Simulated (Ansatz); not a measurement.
## Electronic structure of H$_{4}$S$_{3}$Sn (SMILES [SH][SnH]([SH])[SH]) in real space

Input file:

```
crystal:
  periodic: [false, false, false]
  atoms:
    - {symbol: S, position_ang: [-0.111040, 1.526705, -1.635834]}
    - {symbol: Sn, position_ang: [-0.128784, 0.510952, 0.537664]}
    - {symbol: S, position_ang: [2.016667, -0.491708, 0.915830]}
    - {symbol: S, position_ang: [-1.800335, -1.209072, 0.559399]}
    - {symbol: H, position_ang: [-0.860165, 0.532789, -2.142696]}
    - {symbol: H, position_ang: [-0.463197, 1.668201, 1.740256]}
    - {symbol: H, position_ang: [2.312841, -0.432618, -0.393693]}
    - {symbol: H, position_ang: [-0.873686, -2.162348, 0.363075]}
basis:
  gaussian: {orbitals: def2-TZVPP}
hamiltonian: {xc: pbe0, dispersion: d4}
output: {orbitals: {seedname: orbitals}}
```

Run with:

```sh
ansatz run in.yaml --threads 4 --pin off --events-out ev --progress --plain --max-ram 10444MiB
```

Geometry: PBE0-D4/def2-TZVP; core potentials replace the inner electrons of Sn.

Level of theory: Ansatz 0.2.0, RKS PBE0-D4/def2-TZVPP.

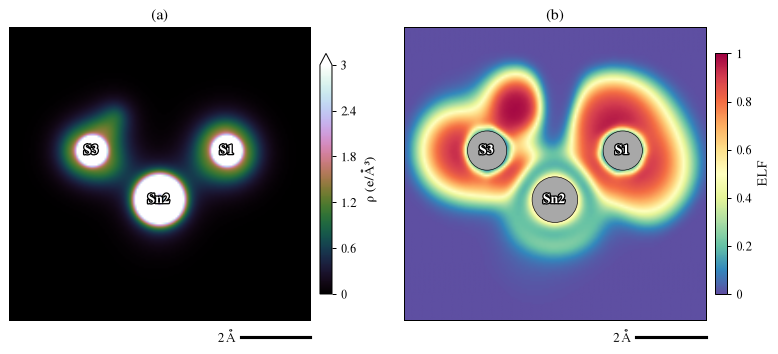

Figure 1. (a) electron density; (b) ELF on the plane of atoms S1, Sn2 and S3. Grey discs cover the atomic cores in the ELF map.

Interpret the plot.

Answer.
- The plane passes through S and Sn nuclei.
- Sn–S (2.40 Å): ρ at the midpoint is about 0.6 e/Å³; the ELF peaks at about 0.85 in the valence shell of S, 0.9 Å from its nucleus, and drops to about 0.20 between the two atoms.
- The ELF also peaks beside S1 and S3, away from the bonds: lone-pair regions.

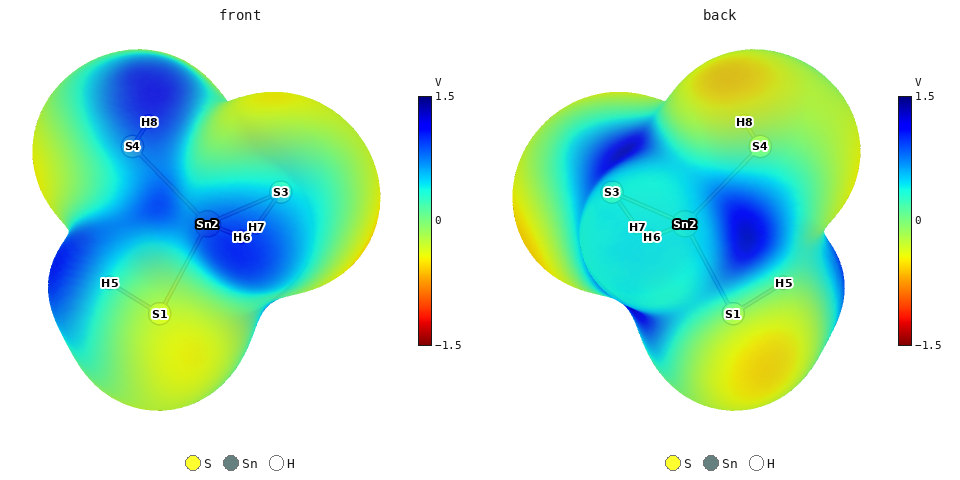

Figure 2. The electrostatic potential painted on the density surface at 0.001 e/bohr³, seen from the front and from behind; the colour scale runs from red (negative) to blue (positive).

Where is the surface potential most negative and most positive?

Answer. The most negative region (about −0.5 V) lies over S1, S3 and S4, the most positive (about +1.3 V) over Sn2.

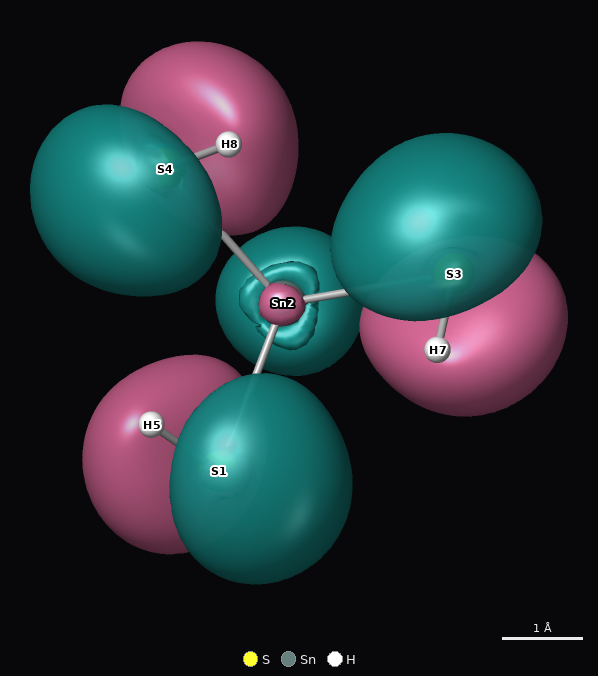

Figure 3. The HOMO at ±0.06 Å⁻³ᐟ² (teal and pink are the two phases), seen across its widest extent.

Where does this orbital lie, and at what energy?

Answer. It lies mainly on S3 (about 30 %), S4 (about 30 %), S1 (about 25 %) and Sn2 (about 10 %); largely a combination of lone pairs on S3, S4 and S1. Its energy is −7.55 eV.

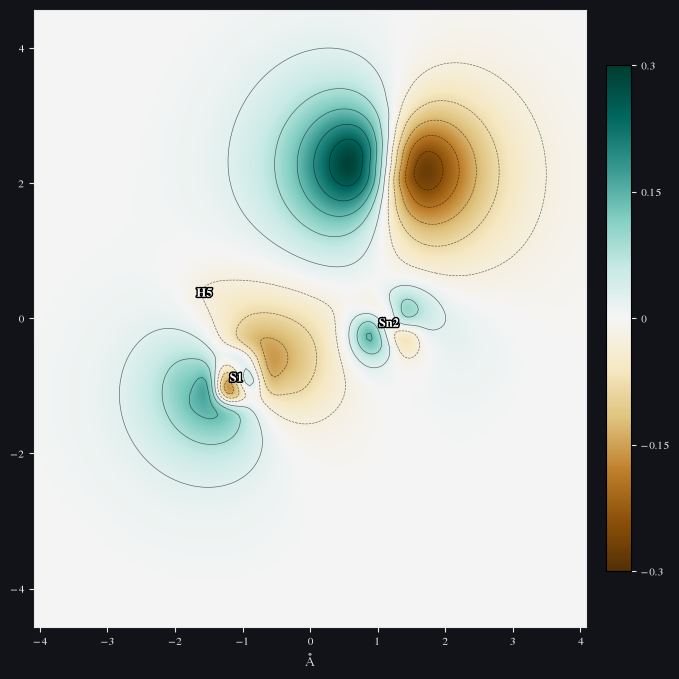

Figure 4. The HOMO−1 on the plane of atoms Sn2, S1 and H5 (values in Å⁻³ᐟ²; the overall sign is arbitrary).

Where does this orbital lie, and at what energy?

Answer. Its weight (Hirshfeld) is mainly on S1 (about 40 %), S4 (about 30 %), S3 (about 20 %) and Sn2 (about 5 %); largely a combination of lone pairs on S1, S4 and S3. Its energy is −7.71 eV.
